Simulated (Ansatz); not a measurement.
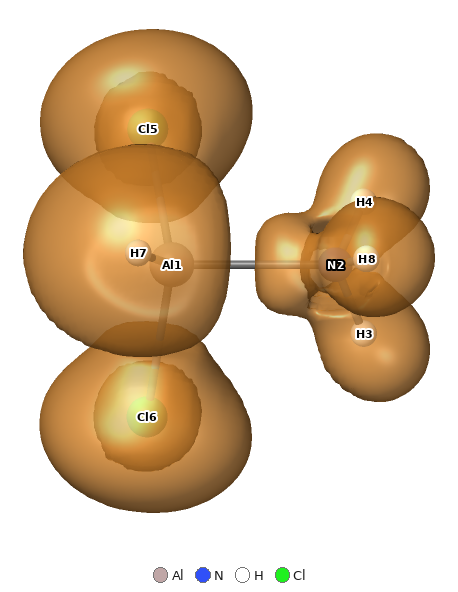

AlCl2H4N. Isosurface of the ELF at 0.75 (orange), seen at a tilt. Only the valence region is drawn (cores and ρ < 0.01 e/Å³ removed).

Computed with Ansatz, RKS PBE-D4/6-31G*.

```yaml
atoms:
  - { symbol: Al, position_ang: [-0.1515, 0.6546, -0.0268] }
  - { symbol: N, position_ang: [-0.1116, 0.2733, 1.9957] }
  - { symbol: H, position_ang: [-0.8635, -0.3842, 2.2442] }
  - { symbol: H, position_ang: [0.7850, -0.1624, 2.2520] }
  - { symbol: Cl, position_ang: [1.7753, -0.1591, -0.5405] }
  - { symbol: Cl, position_ang: [-1.8379, -0.5770, -0.5524] }
  - { symbol: H, position_ang: [-0.3334, 2.2324, -0.1411] }
  - { symbol: H, position_ang: [-0.2284, 1.1212, 2.5652] }
```

Q: What do the ELF domains correspond to?

A: At this value the surface marks out one region around a hydrogen nucleus, two regions on Cl in which the atom's valence shell and bonds are merged and one joined region spread over several atoms (H, N), in which their bonds and any lone pairs are merged. Along the contacts the grid gives the following. Al–N (2.06 Å): the ELF peaks at about 0.95 in the valence shell of N, 0.7 Å from its nucleus, and is about 0.70 at the midpoint. Al–Cl (2.15 Å): the ELF peaks at about 0.85 in the valence shell of Cl, 0.9 Å from its nucleus, and is about 0.85 at the midpoint.
